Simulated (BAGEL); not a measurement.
# C3H6F2 (SMILES CC(C)(F)F) at B3LYP/6-31G(d) (density fitting with cc-pvqz-jkfit, spherical functions)

What is the energy change on altering one bond length of C3H6F2 at B3LYP/6-31G* (density fitting with cc-pvqz-jkfit, spherical functions)? 

The calculation is run with BAGEL 1.2.2.

2 further runs of the same task are left out: 1 that didn't finish, 1 set aside as unsound or not needed.

### Step 1. The system as given

The species is C3H6F2 (11 atoms), meant as a singlet with charge 0. As SMILES, `CC(C)(F)F`. The shape is that of a PBE0-D4/def2-TZVP optimisation.

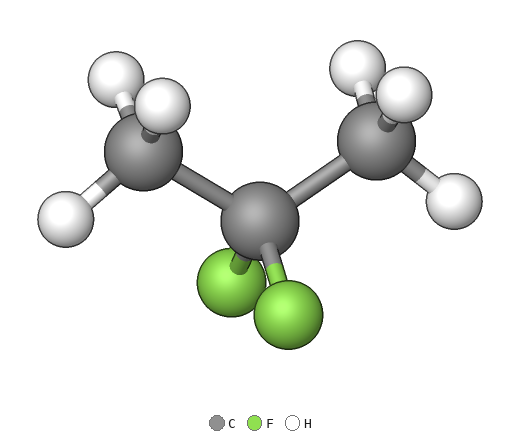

Viewed from a chosen angle; carbon grey, fluorine green, hydrogen white.

### Step 2. A single-point energy at B3LYP/6-31G(d) (density fitting with cc-pvqz-jkfit, spherical functions)

The input, input.json:

```json
{ "bagel" : [

{
  "title" : "molecule",
  "basis" : "6-31gs.json",
  "df_basis" : "cc-pvqz-jkfit",
  "angstrom" : "true",
  "geometry" : [
    { "atom" : "C", "xyz" : [   -1.159930,    0.446550,    0.389450 ] },
    { "atom" : "C", "xyz" : [    0.146280,    0.373380,   -0.353350 ] },
    { "atom" : "C", "xyz" : [    1.016000,   -0.813950,   -0.041740 ] },
    { "atom" : "F", "xyz" : [   -0.112510,    0.387010,   -1.698960 ] },
    { "atom" : "F", "xyz" : [    0.858430,    1.517050,   -0.102980 ] },
    { "atom" : "H", "xyz" : [   -1.698040,    1.343430,    0.081860 ] },
    { "atom" : "H", "xyz" : [   -0.977310,    0.488910,    1.463490 ] },
    { "atom" : "H", "xyz" : [   -1.767350,   -0.430500,    0.164670 ] },
    { "atom" : "H", "xyz" : [    1.279310,   -0.816970,    1.016250 ] },
    { "atom" : "H", "xyz" : [    1.927250,   -0.757640,   -0.637590 ] },
    { "atom" : "H", "xyz" : [    0.487880,   -1.737260,   -0.281100 ] }
  ]
},
{
  "title" : "ks",
  "xc_func" : "b3lyp"
},
{
  "title" : "print",
  "file" : "orbitals.molden",
  "orbitals" : "true"
}

]}
```

The basis set 6-31G* is read from a file made from the Basis Set Exchange's data (not shown).

On the command line:

```bash
$ BAGEL_NUM_THREADS=1 BAGEL input.json > input.out
```

Output, cut to the lines that bear on the results:

```text
* using 1 threads per process

  ===============================================================
  ===============================================================

  *** Geometry ***

  { "atom" : "C", "xyz" : [     -2.191950,      0.843857,      0.735954 ] },
  { "atom" : "C", "xyz" : [      0.276429,      0.705586,     -0.667735 ] },
  { "atom" : "C", "xyz" : [      1.919962,     -1.538143,     -0.078877 ] },
  { "atom" : "F", "xyz" : [     -0.212613,      0.731343,     -3.210569 ] },
  { "atom" : "F", "xyz" : [      1.622198,      2.866809,     -0.194604 ] },
  { "atom" : "H", "xyz" : [     -3.208831,      2.538715,      0.154693 ] },
  { "atom" : "H", "xyz" : [     -1.846848,      0.923906,      2.765595 ] },
  { "atom" : "H", "xyz" : [     -3.339807,     -0.813527,      0.311181 ] },
  { "atom" : "H", "xyz" : [      2.417546,     -1.543850,      1.920434 ] },
  { "atom" : "H", "xyz" : [      3.641975,     -1.431732,     -1.204870 ] },
  { "atom" : "H", "xyz" : [      0.921960,     -3.282946,     -0.531202 ] },

  Number of auxiliary basis functions:      836

  Since a DF basis is specified, we compute 2- and 3-index integrals:
    o Being stored without compression. Storage requirement is 0.045 GB

  Number of basis functions:       82
  Number of electrons      :       42

    * METHOD: MOLECULE                             0.88

  *** Kohn-Sham DFT ***

    * Removing 22585 points whose weight is below 1.00e-10
    * Grid points: 141381

  === Nuclear Repulsion ===
   199.4564668747

       - DIIS with orbital gradients will be used.

  === KS iteration (b3lyp / 6-31gs.json) ===
      0       -263.05346616          0.19244321           0.59
      1       -234.47695024          0.14945396           0.57
      2       -248.06140060          0.20508309           0.57
      3       -281.94946931          0.21325944           0.59
      4       -279.78195043          0.21642434           0.59
      5       -282.78148423          0.21792463           0.58
      6       -281.70467778          0.21838463           0.58
      7       -231.69345475          0.17939983           0.56
      8       -285.91681424          0.20642809           0.56
      9       -289.80250634          0.18826272           0.55
     10       -287.56397934          0.19900177           0.55
     11       -291.85243071          0.18604303           0.56
     12       -291.33711473          0.18561389           0.56
     13       -234.13635252          0.17896443           0.56
     14       -292.46171039          0.19629618           0.56
     15       -291.08697679          0.19460499           0.56
     16       -291.83218399          0.19341004           0.56
     17       -292.25448019          0.19015424           0.57
     18       -287.62631831          0.19933615           0.57
     19       -233.81264952          0.17984923           0.57
     20       -288.69457957          0.20156947           0.57
     21       -289.35010858          0.19954423           0.58
     22       -294.54605393          0.18431343           0.58
     23       -296.67463848          0.17827087           0.58
     24       -291.96791611          0.19497747           0.57
     25       -233.36432374          0.17622148           0.57
     26       -294.77905198          0.16867945           0.56
[... 12 lines of this table left out ...]
     39       -317.35338269          0.02645643           0.58
     40       -317.61295126          0.00426429           0.58
     41       -317.62016808          0.00199412           0.59
     42       -317.62190429          0.00052469           0.58
     43       -317.62202891          0.00009441           0.58
     44       -317.62203279          0.00002581           0.58
     45       -317.62203310          0.00000704           0.58
     46       -317.62203312          0.00000094           0.59
     47       -317.62203312          0.00000056           0.58
     48       -317.62203312          0.00000017           0.58
     49       -317.62203312          0.00000003           0.58
     50       -317.62203312          0.00000001           0.58
     51       -317.62203312          0.00000000           0.58
    * SCF iteration converged.

    * Permanent dipole moment:
           (    0.219126,     0.559345,    -0.529373) a.u.

    * METHOD: KS                                  30.65

    * METHOD: PRINT                                0.01

  ===============================================================
```

Run time: 32 s. Hardware: 1 thread of Arm Neoverse V2, shared host; peak memory 0.55 GiB.

### Step 3. The distorted shape

The input, input.json:

```json
{ "bagel": [

{
  "title": "molecule",
  "basis": "6-31gs.json",
  "df_basis": "cc-pvqz-jkfit",
  "angstrom": true,
  "geometry": [
    { "atom": "C", "xyz": [      -1.475905,       0.450174,      -0.880148 ] },
    { "atom": "C", "xyz": [      -0.169695,       0.377004,      -1.622948 ] },
    { "atom": "C", "xyz": [       0.700025,      -0.810326,      -1.311338 ] },
    { "atom": "F", "xyz": [      -0.428485,       0.390634,      -2.968558 ] },
    { "atom": "F", "xyz": [       0.542455,       1.520674,      -1.372578 ] },
    { "atom": "H", "xyz": [      -2.014015,       1.347054,      -1.187738 ] },
    { "atom": "H", "xyz": [      -1.293285,       0.492534,       0.193892 ] },
    { "atom": "H", "xyz": [      -2.083325,      -0.426876,      -1.104928 ] },
    { "atom": "H", "xyz": [       1.279310,      -0.816970,       1.016250 ] },
    { "atom": "H", "xyz": [       1.611275,      -0.754016,      -1.907188 ] },
    { "atom": "H", "xyz": [       0.171905,      -1.733636,      -1.550698 ] }
  ]
},

{
  "title": "ks",
  "xc_func": "b3lyp"
},

{
  "title": "print",
  "file": "orbitals.molden",
  "orbitals": true
}

]}
```

The basis set 6-31G* is read from a file made from the Basis Set Exchange's data (not shown).

On the command line:

```bash
$ BAGEL_NUM_THREADS=1 BAGEL input.json > input.out
```

Output:

```text
* using 1 threads per process

  ===============================================================
  ===============================================================

  *** Geometry ***

  { "atom" : "C", "xyz" : [     -2.789056,      0.850706,     -1.663239 ] },
  { "atom" : "C", "xyz" : [     -0.320677,      0.712434,     -3.066927 ] },
  { "atom" : "C", "xyz" : [      1.322856,     -1.531294,     -2.478070 ] },
  { "atom" : "F", "xyz" : [     -0.809719,      0.738191,     -5.609762 ] },
  { "atom" : "F", "xyz" : [      1.025091,      2.873657,     -2.593797 ] },
  { "atom" : "H", "xyz" : [     -3.805937,      2.545563,     -2.244500 ] },
  { "atom" : "H", "xyz" : [     -2.443954,      0.930754,      0.366403 ] },
  { "atom" : "H", "xyz" : [     -3.936914,     -0.806679,     -2.088011 ] },
  { "atom" : "H", "xyz" : [      2.417546,     -1.543850,      1.920434 ] },
  { "atom" : "H", "xyz" : [      3.044868,     -1.424884,     -3.604063 ] },
  { "atom" : "H", "xyz" : [      0.324853,     -3.276097,     -2.930395 ] },

  Number of auxiliary basis functions:      836

  Since a DF basis is specified, we compute 2- and 3-index integrals:
    o Being stored without compression. Storage requirement is 0.045 GB

  Number of basis functions:       82
  Number of electrons      :       42

    * METHOD: MOLECULE                             0.93

  *** Kohn-Sham DFT ***

    * Removing 21307 points whose weight is below 1.00e-10
    * Grid points: 142659

  === Nuclear Repulsion ===
   195.9912439032

       - DIIS with orbital gradients will be used.

  === KS iteration (b3lyp / 6-31gs.json) ===
      0       -262.99328439          0.19190160           0.61
      1       -235.05475112          0.14722472           0.59
      2       -249.05423298          0.20226746           0.59
      3       -283.32103618          0.19913231           0.59
      4       -286.20589061          0.19724603           0.59
      5       -287.93118066          0.18924623           0.59
      6       -288.68130425          0.18738630           0.59
      7       -233.45653731          0.17634081           0.60
      8       -297.40498432          0.17284154           0.59
      9       -297.45354042          0.17029039           0.60
     10       -298.01054054          0.17057137           0.59
     11       -298.12489501          0.17073294           0.59
     12       -297.60420163          0.17364141           0.59
     13       -236.56477150          0.17880556           0.58
     14       -298.78460952          0.16736423           0.58
     15       -295.74726636          0.17772987           0.58
     16       -296.24391599          0.17589025           0.58
     17       -296.74555722          0.17402639           0.59
     18       -298.10913388          0.16877915           0.59
     19       -239.61347192          0.17692470           0.59
     20       -296.84382480          0.17527702           0.59
     21       -296.92346425          0.17466280           0.59
     22       -296.81446441          0.17528982           0.59
     23       -297.19153847          0.17322207           0.59
     24       -297.77362493          0.17217318           0.58
     25       -237.98526984          0.17358806           0.58
     26       -298.45517078          0.14958186           0.58
     27       -305.96632764          0.13101113           0.58
     28       -305.65274852          0.13628898           0.59
     29       -307.11499617          0.12889779           0.59
     30       -307.78045856          0.12178435           0.58
     31       -243.91639192          0.23560495           0.59
     32       -316.59661379          0.04104462           0.58
     33       -316.20295013          0.04783797           0.58
     34       -317.38412662          0.00969499           0.60
     35       -317.39449686          0.00788132           0.59
     36       -317.43184805          0.00363790           0.59
     37       -317.44091716          0.00095942           0.60
     38       -317.44138082          0.00044992           0.60
     39       -317.44149812          0.00006712           0.60
     40       -317.44150096          0.00003065           0.61
     41       -317.44150137          0.00001010           0.61
     42       -317.44150140          0.00000790           0.61
     43       -317.44150142          0.00000154           0.61
     44       -317.44150143          0.00000048           0.61
     45       -317.44150143          0.00000076           0.60
     46       -317.44150143          0.00000006           0.60
     47       -317.44150143          0.00000004           0.61
     48       -317.44150143          0.00000001           0.60
     49       -317.44150143          0.00000001           0.60
    * SCF iteration converged.

    * Permanent dipole moment:
           (    0.383356,     0.501758,    -0.022950) a.u.

    * METHOD: KS                                  30.42

    * METHOD: PRINT                                0.01

  ===============================================================
```

It took 32 s on 1 thread of Arm Neoverse V2, shared host; peak memory 0.56 GiB.

### Step 4. Results

Level: B3LYP/6-31G* (density fitting with cc-pvqz-jkfit, spherical functions).

| quantity | value |
| --- | --- |
| first shape: total energy | -317.62203 Eh |
| first shape: dipole moment | 2.04 D |
| first shape: HOMO energy | -8.77 eV |
| first shape: LUMO energy | 2.56 eV |
| first shape: HOMO–LUMO gap | 11.33 eV |
| distorted shape: total energy | -317.44150 Eh |
| distorted shape: dipole moment | 1.61 D |
| distorted shape: HOMO energy | -7.36 eV |
| distorted shape: LUMO energy | -3.54 eV |
| distorted shape: HOMO–LUMO gap | 3.82 eV |
| energy change with the C3–H9 bond stretched from 1.090 to 2.399 Å | 4.913 eV |

In words: One bond (distorted shape) is far stretched, which a spin-restricted single reference describes badly; a broken-symmetry solution may lie lower. With the C3–H9 bond stretched from 1.090 to 2.399 Å the energy rises by 4.91 eV (474 kJ/mol). The first shape isn't relaxed at this level, so the change isn't measured from a minimum. A restricted reference can't describe the breaking bond well at this length.
